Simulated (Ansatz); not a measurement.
# MoH+ (quintet): trial inputs and their diagnosis at distance Mo1–H2 = 1.871 Å

3 inputs are run for MoH+ (quintet) as typed; the log has to tell whether the result can be used and what must change.

Method: the settings change from run to run; program: Ansatz 0.2.0, Gaussian basis.

29 further runs of the same task are left out: 18 for a known fault of the program, 11 that didn't finish.

### 1 The system

The geometry derives from a PBE0/def2-TZVP stationary point (not a proven minimum). One bond is set to the value named and the two fragments are kept rigid. No spin-orbit coupling is included. Elements past krypton take def2 core potentials.

2 atoms, charge 1, spin multiplicity 5.

Atoms are counted from 1 here; the program's logs count them from 0.

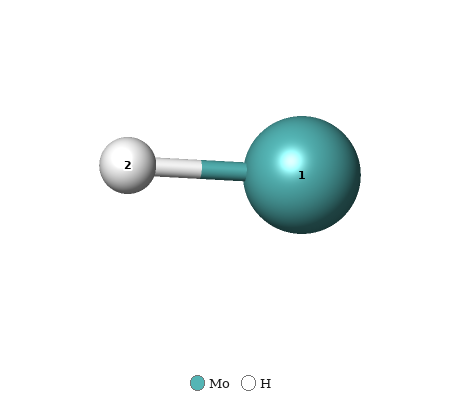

The geometry (molybdenum teal, hydrogen white); atoms are numbered from 1 in the order of the file.

### 2 Attempt 1

The input, in.yaml:

```yaml
crystal:
  periodic: [false, false, false]
  atoms:
    - {symbol: Mo, position_ang: [0.000000, 0.000000, 0.000000]}
    - {symbol: H, position_ang: [0.000000, 0.000000, 1.871000]}
basis:
  gaussian: {orbitals: def2-mTZVP}
total_charge: 1
correlation: {method: sc_nevpt2, electrons: all, active_space: {window: {electrons: 6, orbitals: 6}}}
accuracy: high
magnetization: {spin_polarized: true, initial_magnetization: 4}
```

Run with:

```bash
$ ansatz run in.yaml --threads 1 --pin off --events-out ev --progress --plain --max-ram 2393MiB
```

The log of the run:

```text
Error: invalid value for `correlation.active_space`: it starts from restricted Hartree–Fock orbitals; set hamiltonian.xc: hf without magnetization.spin_polarized
```

Wall time 0.03 s (1 thread of Arm Neoverse V1, shared host).

**Diagnosis.** The run was refused. An active space is asked on unrestricted orbitals. Fix: drop spin_polarized: true.

### 3 Attempt 2

The input, in.yaml:

```yaml
crystal:
  periodic: [false, false, false]
  atoms:
    - {symbol: Mo, position_ang: [0.000000, 0.000000, 0.000000]}
    - {symbol: H, position_ang: [0.000000, 0.000000, 1.871000]}
basis:
  gaussian: {orbitals: def2-SVP}
total_charge: 1
magnetization: {spin_polarized: false, initial_magnetization: 4}
correlation: {method: mp2, frozen_orbitals: {Mo: 9}}
accuracy: high
```

The command is unchanged.

The log of the run:

```text
Functional definition: HF
  name "HF"
  cite "Fock, Z. Phys. 61, 126 (1930) doi:10.1007/BF01340294"
  parent pbe
  exchange = exact_x
  correlation = 0
Error: "frozen_orbitals" has no count for H
```

It took 0.03 s on 1 thread of Arm Neoverse V1, shared host.

**Diagnosis.** The run was refused. The frozen-orbital counts are incomplete or too large. To mend it, leave frozen_orbitals out, or give each element a count that its core has.

### 4 Attempt 3

The input, in.yaml:

```yaml
crystal:
  periodic: [false, false, false]
  atoms:
    - {symbol: Mo, position_ang: [0.300000, 0.000000, 1.921000]}
    - {symbol: H, position_ang: [0.000000, 0.000000, 1.871000]}
basis:
  gaussian: {orbitals: def2-SVPD}
total_charge: 1
magnetization: {spin_polarized: false, initial_magnetization: 4}
hamiltonian: {xc: hf, pseudopotentials: {relativity: scalar}}
output: {forces: true, orbitals: {seedname: orbitals}}
```

Launched as before.

The log of the run, shortened:

```text
Functional definition: HF
  name "HF"
  cite "Fock, Z. Phys. 61, 126 (1930) doi:10.1007/BF01340294"
  parent pbe
[...]
406 factors; integrals over basis functions are off by at most 7.0e-5 eV
[...]
a density is far from that of the atoms, so the factors are made again for it
439 factors; integrals over basis functions are off by at most 2.5e-5 eV
[...]
mean field -1480.35279456 eV, -54.4019617809 hartree, gradient 9.4e-6 eV, S^2 6.000000; 0 other end points of the search recorded, 0 dependent functions left out
[...]
reference -1480.35279456 eV, -54.4019617809 hartree; 9, 5 occupied and 33, 37 virtual orbitals, 439 factors
Total energy: -1480.35279456 eV, -54.4019617809 hartree
Relativity: scalar
Atom 0 at     0.300000     0.000000     1.921000 Å, force  2168.114006     0.000000   361.352334 eV/Å
Atom 1 at     0.000000     0.000000     1.871000 Å, force -2168.114006    -0.000000  -361.352334 eV/Å
Dipole moment:    -0.191912    -0.000000    -0.031985 e Å
```

Wall time 0.51 s (1 thread of Arm Neoverse V1, shared host).

What is wrong: The run converged, which proves nothing about the input. One atom lies on top of another. The shortest distance is 0.30 Å, against 1.87 Å in the geometry of step 1. Its energy belongs to another geometry. Fix: restore its position.

### 5 How the runs ended

```csv
attempt,level,ended,cause,time
1,"NEVPT2(6,6)/def2-mTZVP",refused,an active space is asked on unrestricted orbitals,0.03 s
2,MP2 on ROHF/def2-SVP,refused,the frozen-orbital counts are incomplete or too large,0.03 s
3,HF/def2-SVPD,converged,one atom lies on top of another,0.51 s
```

2 refused, 1 converged. The input that converges on a wrong geometry or spin is the dangerous one: no error points at it, so geometry and ⟨S²⟩ have to be checked.
